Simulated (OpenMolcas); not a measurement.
```
&GATEWAY
Basis set
Fe.ANO-RCC-VTZP.
Fe1 0.0 0.0 0.0 Angstrom
End of basis
Basis set
F.ANO-RCC-VDZP.
L1 1.949000 0.000000 0.000000 Angstrom
L2 0.000000 1.949000 0.000000 Angstrom
L3 0.000000 0.000000 1.949000 Angstrom
End of basis
Basis set
Na.EMB-AIMP.Barandiaran.6s3p.1s1p.ECP.K2NaGaF6.
PseudoCharge
* 3 symmetry-unique lattice sites within 7.6 angstrom
End of basis
Basis set
K.EMB-AIMP.Barandiaran.0s.0s.ECP.K2NaGaF6.
PseudoCharge
* 16 symmetry-unique lattice sites within 7.6 angstrom
End of basis
Basis set
Na.EMB-AIMP.Barandiaran.0s.0s.ECP.K2NaGaF6.
PseudoCharge
* 4 symmetry-unique lattice sites within 7.6 angstrom
End of basis
Basis set
F.EMB-AIMP.Barandiaran.0s.0s.ECP.K2NaGaF6.
PseudoCharge
* 39 symmetry-unique lattice sites within 7.6 angstrom
End of basis
Basis set
Ga.EMB-AIMP.Barandiaran.0s.0s.ECP.K2NaGaF6.
PseudoCharge
* 6 symmetry-unique lattice sites within 7.6 angstrom
End of basis
Symmetry
XYZ
AngMom=0.0 0.0 0.0
AMFI
RICD
XField
1521 Angstrom 0
* Evjen-weighted lattice charges
&SEWARD
&RASSCF
FileOrb=start.orb
Symmetry=1
Spin=6
nActEl=5 0 0
Inactive=18 21
Ras2=5 0
CIRoot=1 1 1
SDav=1
CIMx=300
Iter=150 100
PrWF=0.3
OrbListing=Nothing
MaxOrb=1
LevShft=1.0
>>> COPY $Project.JobIph JOB001
&RASSCF
FileOrb=start.orb
Symmetry=1
Spin=4
nActEl=5 0 0
Inactive=18 21
Ras2=5 0
CIRoot=24 24 1
SDav=24
CIMx=300
Iter=150 100
PrWF=0.3
OrbListing=Nothing
MaxOrb=0
LevShft=1.0
>>> COPY $Project.JobIph JOB002
&RASSCF
FileOrb=start.orb
Symmetry=1
Spin=2
nActEl=5 0 0
Inactive=18 21
Ras2=5 0
CIRoot=75 75 1
SDav=75
CIMx=300
Iter=150 100
PrWF=0.3
OrbListing=Nothing
MaxOrb=0
LevShft=1.0
>>> COPY $Project.JobIph JOB003
&RASSI
NrOfJobIphs=3 1 24 75
1
1 2 3 4 5 6 7 8 9 10 11 12 13 14 15 16 17 18 19 20 21 22 23 24
1 2 3 4 5 6 7 8 9 10 11 12 13 14 15 16 17 18 19 20 21 22 23 24 25 26 27
28 29 30 31 32 33 34 35 36 37 38 39 40 41 42 43 44 45 46 47 48 49 50 51
52 53 54 55 56 57 58 59 60 61 62 63 64 65 66 67 68 69 70 71 72 73 74 75
IphNames
JOB001
JOB002
JOB003
EJob
SpinOrbit
DIPRint=1.0
SOCoupling=1000.0
Subsets=2
Property=9
'ANGMOM' 1 'ANGMOM' 2 'ANGMOM' 3 'MLTPL  1' 1 'MLTPL  1' 2 'MLTPL  1' 3
'AMFI' 1 'AMFI' 2 'AMFI' 3
SOProperty=3
'ANGMOM' 1 'ANGMOM' 2 'ANGMOM' 3
>>> COPY JOB001 $Project.JobIph
&CASPT2
Multistate=1 1
Frozen=5 6
IPEA=0.25
Imaginary=0.1
MaxIter=60
WThr=0.0 0.3 0.05
PrWF=0.5
NoMix
>>> COPY JOB002 $Project.JobIph
&CASPT2
Multistate=24 1 2 3 4 5 6 7 8 9 10 11 12 13 14 15 16 17 18 19 20 21 22
23 24
NoMult
Frozen=5 6
IPEA=0.25
Imaginary=0.1
MaxIter=60
WThr=0.0 0.3 0.05
PrWF=0.5
NoMix
>>> COPY JOB003 $Project.JobIph
&CASPT2
Multistate=75 1 2 3 4 5 6 7 8 9 10 11 12 13 14 15 16 17 18 19 20 21 22
23 24 25 26 27 28 29 30 31 32 33 34 35 36 37 38 39 40 41 42 43 44 45 46
47 48 49 50 51 52 53 54 55 56 57 58 59 60 61 62 63 64 65 66 67 68 69 70
71 72 73 74 75
NoMult
Frozen=5 6
IPEA=0.25
Imaginary=0.1
MaxIter=60
WThr=0.0 0.3 0.05
PrWF=0.5
NoMix
```

Launched with:
```bash
OMP_NUM_THREADS=1 MOLCAS_MEM=3686 MOLCAS_PROJECT=a pymolcas a.inp > a.log  # once for each step of the input, in one work folder
```

The CASPT2 energies were then put on the diagonal of the RASSI spin-orbit matrix.

Computed with OpenMolcas: state-averaged SS-CASPT2, IPEA shift 0.25, imaginary shift 0.1 hartree, closed shells 3s 3p correlated, active space 5 electrons in the shell 3d, basis ANO-RCC-VTZP on the metal and ANO-RCC-VDZP on the ligands, DKH2 scalar Hamiltonian, spin-orbit coupling by RASSI with atomic mean-field integrals. Powder susceptibility by Van Vleck's formula.

Fe³⁺ (3d⁵) as a dopant in K₂NaGaF₆, a cluster with its 6 nearest F⁻ at 1.949 Å (octahedron) embedded in model potentials and point charges; the geometry was set, not optimised. The cluster and the levels that result:

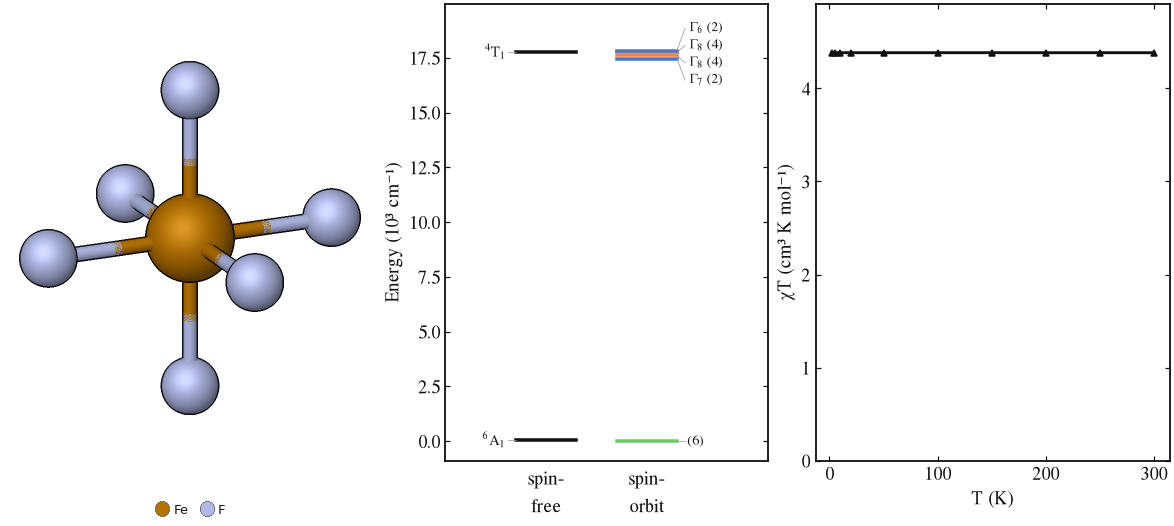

Labels give the representation in O, Td, D4 or D3 as the site allows (double group for half-integer spin) where it could be assigned and, in brackets, the degeneracy; spin-free states, where drawn, share the zero of the spin-orbit levels.

The ground level is 6-fold degenerate, 100 % from states of spin multiplicity 6. The next level lies at 17,500 cm⁻¹ (Γ₇). The lowest spin-free state is ⁶A₁. χT is 4.38 cm³ K mol⁻¹ at 2 K and 4.38 at 300 K, an effective moment of 5.92 μB.

Known limits: small active space favours high spin, ground spin may be wrong; the geometry is set by hand, with no relaxation and no charge compensation.
